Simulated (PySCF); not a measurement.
# One shape, several levels: C2H5ClSi (SMILES ClC1C[SiH2]1)

Wanted: a comparison of 5 runs (HF/def2-SVP, B3LYP/6-31G*, PBE0/def2-SVP, wB97X/def2-TZVP, wB97X/cc-pVTZ) of C2H5ClSi. 

The results are computed with PySCF 2.14.0.

### Step 1. Starting point

The species is C2H5ClSi (9 atoms), meant as a singlet with charge 0. SMILES: `ClC1C[SiH2]1`. The coordinates come from a PBE0-D4/def2-TZVP relaxation.

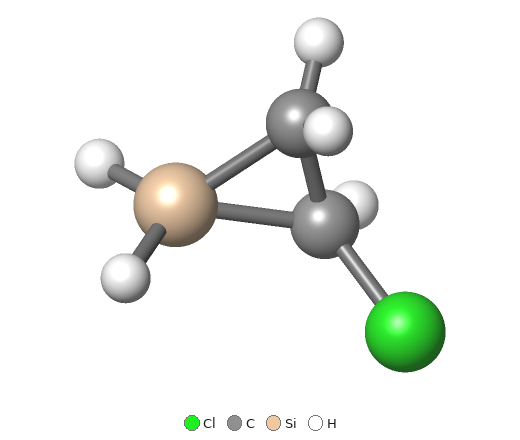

Viewed from a chosen angle; chlorine green, carbon grey, silicon light orange, hydrogen white.

### Step 2. Energy and gradient at HF/def2-SVP (run 1)

job.py reads:

```python
import pyscf.grad
from pyscf import gto

mol = gto.M(
    atom='''
Cl    -1.153111    -0.787260    -4.260010
C     -0.836393     0.705813    -1.303722
C      1.758201     0.576555    -0.027023
Si    -0.788961    -1.086781     1.708123
H     -1.699998     2.563602    -1.350209
H      3.135623    -0.609059    -0.979256
H      2.543004     2.360079     0.612460
H     -0.855668    -3.870348     1.584913
H     -1.934891     0.060093     3.982220
''',
    spin=0,
    basis='def2-svp',
    unit='bohr',
    max_memory=1860,
    verbose=3,
)

calc0 = mol.RHF()
calc0.conv_tol = 1e-10
calc0.kernel()
if not calc0.converged:
    calc0 = calc0.newton().run(calc0.mo_coeff, calc0.mo_occ)

etot = calc0.e_tot
print('E = %.10f Eh' % etot)
grad = calc0.Gradients().kernel()
dip = calc0.dip_moment()
pop, q = calc0.mulliken_pop()
```

Launch:

```bash
$ OMP_NUM_THREADS=1 python job.py
```

Log:

```text
converged SCF energy = -826.725518096543
E = -826.7255180965 Eh
--------------- RHF gradients ---------------
         x                y                z
0 Cl     0.0007960254     0.0031421327     0.0073337643
1 C     0.0039014070    -0.0040008655    -0.0045479878
2 C    -0.0041376108     0.0004937591    -0.0021477033
3 Si     0.0020572113     0.0026464874    -0.0032298452
4 H    -0.0010220098     0.0001873060     0.0005590353
5 H    -0.0005595326    -0.0012641994     0.0007819047
6 H    -0.0006770979    -0.0004659449     0.0004884347
7 H     0.0005072954    -0.0026428762    -0.0012690971
8 H    -0.0008656880     0.0019042008     0.0020314943
----------------------------------------------
Dipole moment(X, Y, Z, Debye):  0.23322,  0.47008,  2.21427
 ** Mulliken pop  **
pop of  0 Cl 1s           1.99949
pop of  0 Cl 2s           1.99169
pop of  0 Cl 3s           1.19744
pop of  0 Cl 4s           0.76630
pop of  0 Cl 2px          1.98258
pop of  0 Cl 2py          1.98140
pop of  0 Cl 2pz          1.97770
pop of  0 Cl 3px          0.76920
pop of  0 Cl 3py          0.72760
pop of  0 Cl 3pz          0.59578
pop of  0 Cl 4px          1.21161
pop of  0 Cl 4py          1.11588
pop of  0 Cl 4pz          0.82957
pop of  0 Cl 3dxy         0.00135
pop of  0 Cl 3dyz         0.01456
pop of  0 Cl 3dz^2        0.01592
pop of  0 Cl 3dxz         0.00489
pop of  0 Cl 3dx2-y2      0.00183
pop of  1 C 1s            1.98932
pop of  1 C 2s            0.87263
pop of  1 C 3s            0.37276
pop of  1 C 2px           0.71971
pop of  1 C 2py           0.69753
pop of  1 C 2pz           0.58498
pop of  1 C 3px           0.33687
pop of  1 C 3py           0.38029
pop of  1 C 3pz           0.23286
pop of  1 C 3dxy          0.00651
pop of  1 C 3dyz          0.01036
pop of  1 C 3dz^2         0.01331
pop of  1 C 3dxz          0.01072
pop of  1 C 3dx2-y2       0.00960
pop of  2 C 1s            1.98901
pop of  2 C 2s            0.84876
pop of  2 C 3s            0.34488
pop of  2 C 2px           0.66296
pop of  2 C 2py           0.69610
pop of  2 C 2pz           0.69143
pop of  2 C 3px           0.20966
pop of  2 C 3py           0.38020
pop of  2 C 3pz           0.41100
pop of  2 C 3dxy          0.00755
pop of  2 C 3dyz          0.00461
pop of  2 C 3dz^2         0.00311
pop of  2 C 3dxz          0.00983
pop of  2 C 3dx2-y2       0.00792
pop of  3 Si 1s           1.99939
pop of  3 Si 2s           1.99020
pop of  3 Si 3s           0.92616
pop of  3 Si 4s           0.18693
pop of  3 Si 2px          1.98082
pop of  3 Si 2py          1.98090
pop of  3 Si 2pz          1.98050
pop of  3 Si 3px          0.40840
pop of  3 Si 3py          0.43198
pop of  3 Si 3pz          0.42349
pop of  3 Si 4px          0.31138
pop of  3 Si 4py          0.29714
pop of  3 Si 4pz          0.21934
pop of  3 Si 3dxy         0.03289
pop of  3 Si 3dyz         0.05019
pop of  3 Si 3dz^2        0.06224
pop of  3 Si 3dxz         0.04639
pop of  3 Si 3dx2-y2      0.05218
pop of  4 H 1s            0.74447
pop of  4 H 2s            0.12355
pop of  4 H 2px           0.00689
pop of  4 H 2py           0.01623
pop of  4 H 2pz           0.00277
pop of  5 H 1s            0.73439
pop of  5 H 2s            0.14386
pop of  5 H 2px           0.00990
pop of  5 H 2py           0.00939
pop of  5 H 2pz           0.00758
pop of  6 H 1s            0.73961
pop of  6 H 2s            0.14678
pop of  6 H 2px           0.00542
pop of  6 H 2py           0.01490
pop of  6 H 2pz           0.00634
pop of  7 H 1s            0.73776
pop of  7 H 2s            0.35273
pop of  7 H 2px           0.00101
pop of  7 H 2py           0.01067
pop of  7 H 2pz           0.00069
pop of  8 H 1s            0.73898
pop of  8 H 2s            0.36413
pop of  8 H 2px           0.00268
pop of  8 H 2py           0.00230
pop of  8 H 2pz           0.00724
 ** Mulliken atomic charges  **
charge of    0Cl =     -0.18479
charge of    1C =     -0.23745
charge of    2C =     -0.26701
charge of    3Si =      0.61950
charge of    4H =      0.10609
charge of    5H =      0.09488
charge of    6H =      0.08695
charge of    7H =     -0.10285
charge of    8H =     -0.11533
```

It took 14 s on 1 thread of Intel Xeon at 2.50GHz (Skylake/Cascade Lake), shared host; peak memory 0.18 GiB.

### Step 3. Energy and forces at B3LYP/6-31G(d) (Cartesian functions) (run 2)

run.py reads:

```python
# ClC1C[SiH2]1
import pyscf.grad
from pyscf import gto, dft

molecule = gto.Mole()
molecule.atom = '''
Cl    -1.153111    -0.787260    -4.260010
C     -0.836393     0.705813    -1.303722
C      1.758201     0.576555    -0.027023
Si    -0.788961    -1.086781     1.708123
H     -1.699998     2.563602    -1.350209
H      3.135623    -0.609059    -0.979256
H      2.543004     2.360079     0.612460
H     -0.855668    -3.870348     1.584913
H     -1.934891     0.060093     3.982220
'''
molecule.verbose = 4
molecule.unit = 'bohr'
molecule.max_memory = 1860
molecule.spin = 0
molecule.basis = '6-31g*'
molecule.cart = True
molecule.build()

mf = dft.RKS(molecule)
mf.xc = 'b3lyp'
mf.conv_tol = 1e-10
mf.grids.level = 5
mf.kernel()
if not mf.converged:
    mf = mf.newton().run(mf.mo_coeff, mf.mo_occ)

e_final = mf.e_tot
print('Final energy', e_final)
grad = mf.Gradients().kernel()
dip = mf.dip_moment()
pop, q = mf.mulliken_pop()
```

Launch:

```bash
$ OMP_NUM_THREADS=1 python run.py
```

Log:

```text
PySCF version 2.14.0

[... 78 lines left out ...]
converged SCF energy = -828.860501070461
Final energy -828.8605010704608
[... 12 lines left out ...]
Dipole moment(X, Y, Z, Debye):  0.44595,  0.67351,  1.83645
[... 49 lines left out ...]
pop of  2  C 3dzz        -0.01260
pop of  3 Si 1s           1.99869
pop of  3 Si 2s           1.99024
pop of  3 Si 3s           1.01801
pop of  3 Si 4s           0.23056
pop of  3 Si 2px          1.98781
pop of  3 Si 2py          1.98771
pop of  3 Si 2pz          1.98728
pop of  3 Si 3px          0.62755
pop of  3 Si 3py          0.66032
pop of  3 Si 3pz          0.63300
pop of  3 Si 4px          0.17137
pop of  3 Si 4py          0.11674
pop of  3 Si 4pz          0.08876
pop of  3 Si 3dxx        -0.01695
pop of  3 Si 3dxy         0.02075
pop of  3 Si 3dxz         0.03168
pop of  3 Si 3dyy         0.04042
pop of  3 Si 3dyz         0.03643
pop of  3 Si 3dzz         0.02398
pop of  4  H 1s           0.52415
pop of  4  H 2s           0.27158
pop of  5  H 1s           0.51778
pop of  5  H 2s           0.28528
pop of  6  H 1s           0.52133
pop of  6  H 2s           0.29778
pop of  7  H 1s           0.50643
pop of  7  H 2s           0.53148
pop of  8  H 1s           0.50681
pop of  8  H 2s           0.54265
 ** Mulliken atomic charges  **
charge of    0Cl =     -0.04958
charge of    1C =     -0.36397
charge of    2C =     -0.44684
charge of    3Si =      0.36565
charge of    4H =      0.20427
charge of    5H =      0.19695
charge of    6H =      0.18088
charge of    7H =     -0.03791
charge of    8H =     -0.04946
```

Run time: 57 s. Hardware: 1 thread of Intel Xeon at 2.50GHz (Skylake/Cascade Lake), shared host; peak memory 0.77 GiB.

Runs 3 to 4 aren't shown in full; the table further down has their settings and results.

### Step 4. Energy and gradient at wB97X/cc-pVTZ (run 5)

start.xyz reads:

```xyz
9

Cl    -0.610200    -0.416600    -2.254300
C     -0.442600     0.373500    -0.689900
C      0.930400     0.305100    -0.014300
Si    -0.417500    -0.575100     0.903900
H     -0.899600     1.356600    -0.714500
H      1.659300    -0.322300    -0.518200
H      1.345700     1.248900     0.324100
H     -0.452800    -2.048100     0.838700
H     -1.023900     0.031800     2.107300
```

input.py reads:

```python
# ClC1C[SiH2]1
from pyscf import gto, dft

mol = gto.M(
    atom='start.xyz',
    max_memory=1860,
    charge=0,
    verbose=4,
    basis='cc-pvtz',
)

ks = dft.RKS(mol, xc='wb97x')
ks.grids.level = 5
ks.conv_tol = 1e-10
ks.kernel()
if not ks.converged:
    ks = ks.newton().run(ks.mo_coeff, ks.mo_occ)

e_final = ks.e_tot
print('E = %.10f Eh' % e_final)
grad = ks.nuc_grad_method().kernel()
ks.analyze()
```

Launch:

```bash
$ OMP_NUM_THREADS=1 python input.py
```

Log:

```text
PySCF version 2.14.0

[... 100 lines left out ...]
DFT Exchange-Correlation Energy =      -61.864692714580514
[... 19 lines left out ...]
MO #18  energy= -0.549376601115087 occ= 2
[... 17 lines left out ...]
MO #36  energy= 0.281452480792017  occ= 0
[... 17 lines left out ...]
MO #54  energy= 0.583403319533201  occ= 0
[... 17 lines left out ...]
MO #72  energy= 1.06563065111031   occ= 0
[... 17 lines left out ...]
MO #90  energy= 1.44535050373159   occ= 0
[... 17 lines left out ...]
MO #108 energy= 2.21478100108479   occ= 0
[... 17 lines left out ...]
MO #126 energy= 2.81425676726358   occ= 0
[... 17 lines left out ...]
MO #144 energy= 3.40458599097698   occ= 0
[... 17 lines left out ...]
MO #162 energy= 3.9608170852429    occ= 0
[... 17 lines left out ...]
MO #180 energy= 4.51014357516878   occ= 0
[... 17 lines left out ...]
MO #198 energy= 11.9651242351691   occ= 0
[... 171 lines left out ...]
pop of  6 H 3dx2-y2       0.00004
pop of  7 H 1s            1.06066
pop of  7 H 2s            0.00346
pop of  7 H 3s            0.00029
pop of  7 H 2px           0.00015
pop of  7 H 2py           0.00454
pop of  7 H 2pz           0.00042
pop of  7 H 3px           0.00010
pop of  7 H 3py           0.00008
pop of  7 H 3pz           0.00014
pop of  7 H 3dxy          0.00002
pop of  7 H 3dyz          0.00002
pop of  7 H 3dz^2         0.00013
pop of  7 H 3dxz          0.00001
pop of  7 H 3dx2-y2       0.00036
pop of  8 H 1s            1.06873
pop of  8 H 2s            0.00317
pop of  8 H 3s            0.00040
pop of  8 H 2px           0.00084
pop of  8 H 2py           0.00116
pop of  8 H 2pz           0.00296
pop of  8 H 3px           0.00008
pop of  8 H 3py           0.00011
pop of  8 H 3pz           0.00010
pop of  8 H 3dxy          0.00006
pop of  8 H 3dyz          0.00019
pop of  8 H 3dz^2         0.00013
pop of  8 H 3dxz          0.00017
pop of  8 H 3dx2-y2       0.00000
 ** Mulliken atomic charges  **
charge of    0Cl =     -0.10798
charge of    1C =     -0.27926
charge of    2C =     -0.44156
charge of    3Si =      0.56487
charge of    4H =      0.13767
charge of    5H =      0.14104
charge of    6H =      0.13371
charge of    7H =     -0.07038
charge of    8H =     -0.07811
Dipole moment(X, Y, Z, Debye):  0.33519,  0.56327,  2.02257
```

It took 13 min on 1 thread of Intel Xeon at 2.50GHz (Skylake/Cascade Lake), shared host; peak memory 3.1 GiB.

### Step 5. The series

| run | level | Cartesian functions | integration grid | energy (Eh) | dipole moment (D) | HOMO energy (eV) | LUMO energy (eV) | wall time |
| --- | --- | --- | --- | --- | --- | --- | --- | --- |
| 1 | HF/def2-SVP | no | – | -826.725518 | 2.28 | -9.65 | 3.55 | 14 s |
| 2 | B3LYP/6-31G* (Cartesian functions) | yes | 5 | -828.860501 | 2.01 | -6.66 | -0.07 | 57 s |
| 3 | PBE0/def2-SVP | no | 5 | -828.198970 | 1.84 | -6.92 | 0.21 | 59 s |
| 4 | wB97X/def2-TZVP | no | 5 | -828.889743 | 2.11 | -9.31 | 1.79 | 6.2 min |
| 5 | wB97X/cc-pVTZ | no | 5 | -828.895471 | 2.13 | -9.31 | 1.92 | 13 min |

### Step 6. Summary of results

| quantity | value |
| --- | --- |
| run 5: total energy | -828.89547 Eh |
| run 5: dipole moment | 2.13 D |
| run 5: HOMO energy | -9.31 eV |
| run 5: LUMO energy | 1.92 eV |
| run 5: HOMO–LUMO gap | 11.23 eV |
| run 5: largest force on an atom | 0.230 eV/Å |

In words: The dipole moment (its size) runs from 1.84 D (PBE0/def2-SVP) to 2.28 D (HF/def2-SVP). The HOMO–LUMO gap runs from 6.59 eV (B3LYP/6-31G*) to 13.20 eV (HF/def2-SVP). The two ends differ in method and basis. Totals of different functionals can't be ranked against each other. All runs together took 22 min, the longest 13 min.
